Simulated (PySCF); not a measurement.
# C₅H₁₀Cl, doublet, SMILES `CC(C)C[CH]Cl`: electronic structure

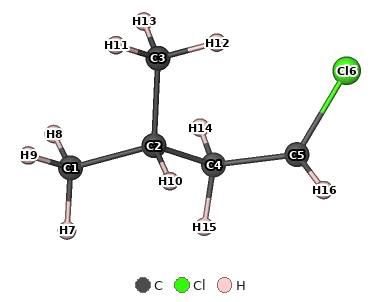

The molecule, with its atoms numbered as below. No frequency check shows the geometry to be a minimum.

Cartesian coordinates (Å):

```
C1       2.6957    0.3705   -0.2808
C2       1.3617    0.0051    0.3625
C3       1.0269   -1.4602    0.1098
C4       0.2454    0.9285   -0.1957
C5      -1.0518    0.7663    0.4842
Cl6     -2.2683   -0.2015   -0.1960
H7       2.9523    1.4083   -0.0807
H8       2.6487    0.2292   -1.3585
H9       3.4897   -0.2603    0.1125
H10      1.4307    0.1729    1.4427
H11      1.8146   -2.1010    0.5000
H12      0.0932   -1.7332    0.5944
H13      0.9280   -1.6488   -0.9572
H14      0.1340    0.7343   -1.2636
H15      0.5818    1.9625   -0.0638
H16     -1.1779    1.0011    1.5261
```

### 1. Bonding charge

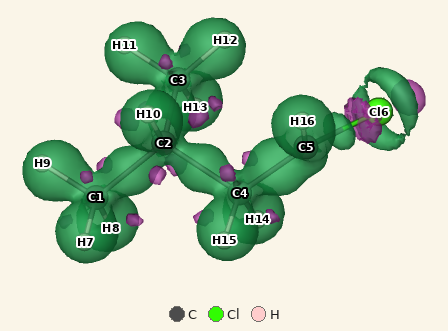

Deformation density (molecule less spherical, spin-averaged free atoms at the same positions), surfaces at ±0.11 e/Å³; green: gain, purple: loss.

Computed with PySCF, B3LYP/def2-SVPD, geometry: GFN2-xTB. The stability of the open-shell solution wasn't checked. GFN2-xTB doesn't know the spin state, so this open-shell geometry is rough.

Question: Describe the bonding that the map shows.

Answer: The five largest and four smallest: C5–H16: +0.74 e/Å³ at the bond critical point (bond length 1.07 Å). C4–H14: +0.69 e/Å³ at the bond critical point (bond length 1.09 Å). C3–H12: +0.68 e/Å³ at the bond critical point (bond length 1.09 Å). C2–H10: +0.68 e/Å³ at the bond critical point (bond length 1.09 Å). C1–H9: +0.67 e/Å³ at the bond critical point (bond length 1.09 Å). C2–C3: +0.46 e/Å³ at the bond critical point (bond length 1.52 Å). C1–C2: +0.46 e/Å³ at the bond critical point (bond length 1.52 Å). C2–C4: +0.42 e/Å³ at the bond critical point (bond length 1.55 Å). C5–Cl6: +0.21 e/Å³ at the bond critical point (bond length 1.70 Å). In all, 3.3 electrons gather in the regions of gain relative to the promolecule.

Question: Where do the Hirshfeld charges lie?

Answer: The highest Hirshfeld charge is on H15 (+0.04 e), the lowest on C3 (−0.11 e).

```
atom  charge (e)
  C1       −0.10
  C2        0.00
  C3       −0.11
  C4       −0.07
  C5       −0.01
 Cl6       −0.04
  H7       +0.03
  H8       +0.03
  H9       +0.04
 H10       +0.03
 H11       +0.03
 H12       +0.02
 H13       +0.03
 H14       +0.04
 H15       +0.04
 H16       +0.04
```

### 2. Bond critical points

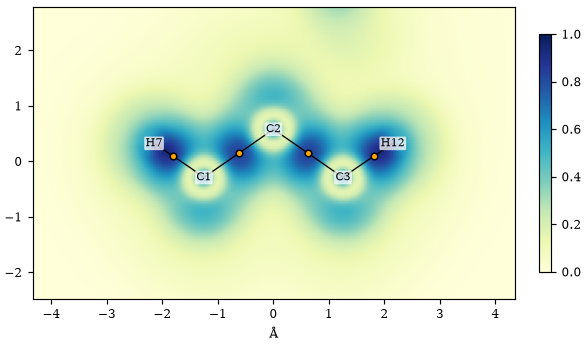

Localised orbital locator (LOL) in the plane of C1, C2, C3, H7 and H12, with bond paths and bond critical points (dots).

Question: What values does LOL take at the bond critical points in this plane?

Answer: C3–H12: about 0.88; C1–H7: about 0.88; C2–C3: about 0.83; C1–C2: about 0.83. Values above 0.5 mark slow, localised electrons, as in shared pairs; low values at a critical point mark a polar or closed-shell contact whose critical point lies between the shells.

Question: Where along C3–H12 does the critical point lie?

Answer: 0.68 Å from C3 and 0.41 Å from H12.

### 3. Local ionisation energy

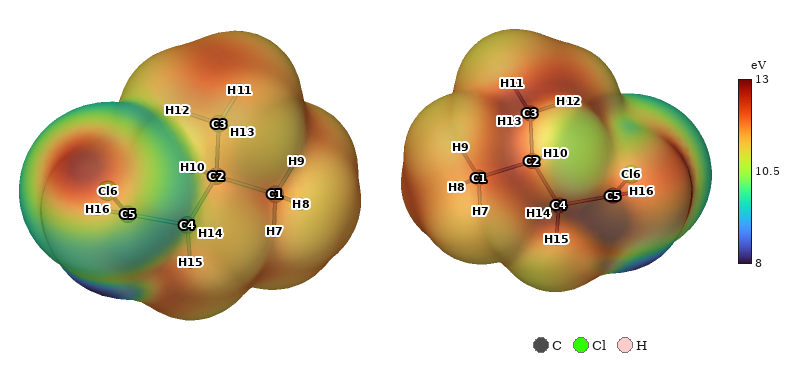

Average local ionisation energy on the surface of electron density 0.001 a.u. (back view left, front view right).

Question: Where are the most loosely bound electrons on this surface?

Answer: The lowest value is 8.1 eV, over C5, off the plane of its three bonds (2.0 Å). Further minima include 9.7 eV, 2.1 Å from Cl6; 9.7 eV, 2.1 Å from Cl6; 10.0 eV, 1.7 Å from H16. For comparison, the highest occupied orbital lies at −5.4 eV.

Question: What volume does the surface enclose, and what is the dipole moment?

Answer: About 152 Å³; the dipole moment is 1.6 D.

### 4. Spin density

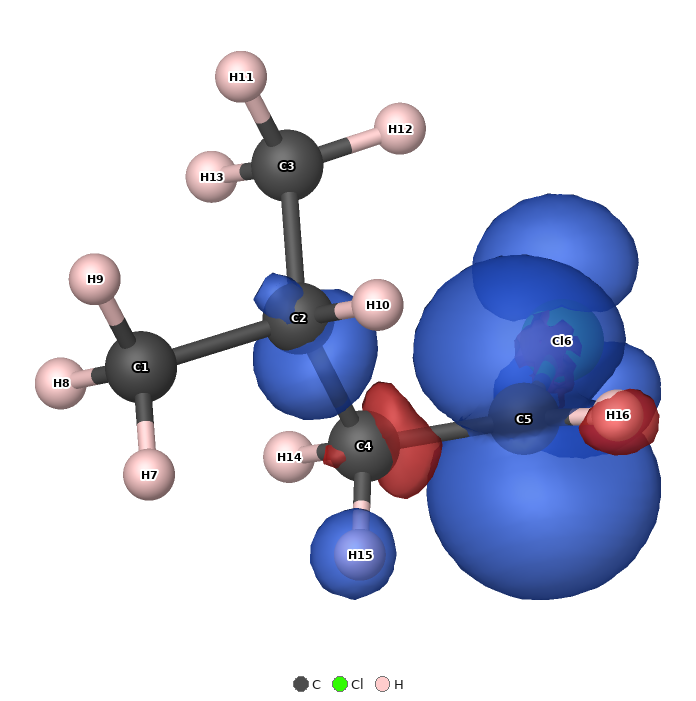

Spin density ρα − ρβ at ±0.02 e/Å³ (blue: excess α, red: excess β).

Question: Where is the unpaired spin?

Answer: Hirshfeld spin populations: C5 +0.64, Cl6 +0.17, C2 +0.04, H16 +0.04 and C4 +0.04. ⟨S²⟩ = 0.75, as for a pure state. The picture also shows regions of β spin from spin polarisation; the Hirshfeld sums, whose atoms overlap, net them against the α spin of neighbours.

### 5. In an electric field

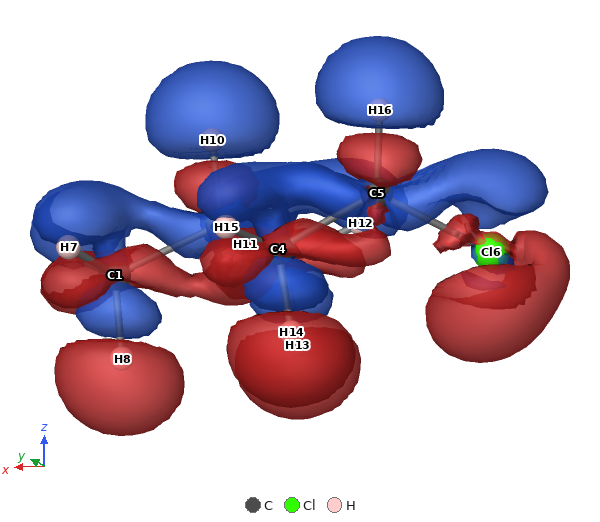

Change of the electron density in a uniform field of 0.10 V/Å, surfaces at ±0.0006 e/Å³ (red: gain, blue: loss).

Method: B3LYP/6-311+G**; geometry: GFN2-xTB; program: PySCF. The basis has diffuse s and p functions alone, which still leaves polarisabilities too small, most of all across bonds. The stability of the open-shell solution wasn't checked. GFN2-xTB doesn't know the spin state, so this open-shell geometry is rough.

The field was applied in both directions; the picture shows the one opposite to the script's first.

Question: Along which Cartesian direction does the field point?

Answer: Along +z: electrons gather on the −z side, against the field.

Question: What dipole is induced, and what polarisability does it imply?

Answer: The induced dipole is 0.32 D (along the field); α along this axis, from the fields in both directions, is 62 bohr³ (9.2 Å³).

### 6. Removing or adding an electron

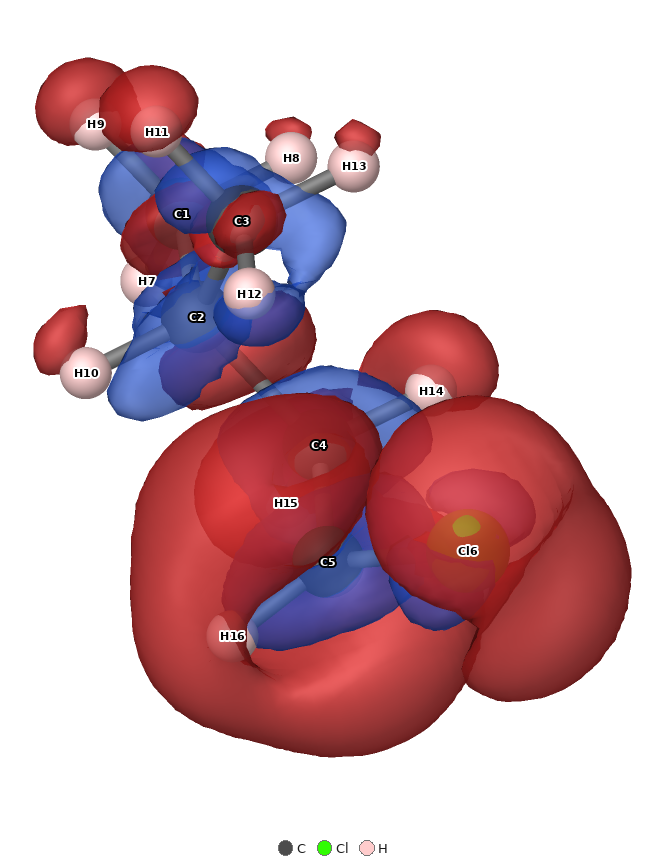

Fukui function f⁺ = ρ(N+1) − ρ(N) at fixed geometry, surfaces at ±0.015 e/Å³ (red positive, blue negative).

Method: PBE/cc-pVDZ; geometry: GFN2-xTB; program: PySCF. GFN2-xTB doesn't know the spin state, so this open-shell geometry is rough.

Question: On which atoms does the density change most on addition of an electron?

Answer: f⁺ (Hirshfeld-condensed) is largest on C5 (0.29) and Cl6 (0.24); the vertical electron affinity is −0.73 eV (to the singlet anion, which needn't be its lowest state; negative, but this basis has no diffuse functions, so it doesn't show that the anion is unbound). Condensed values hint at sites of nucleophilic attack but needn't mark the atom that reacts. Shares this close don't rank the sites. Orbital relaxation makes it negative in places (0.27 e in all).
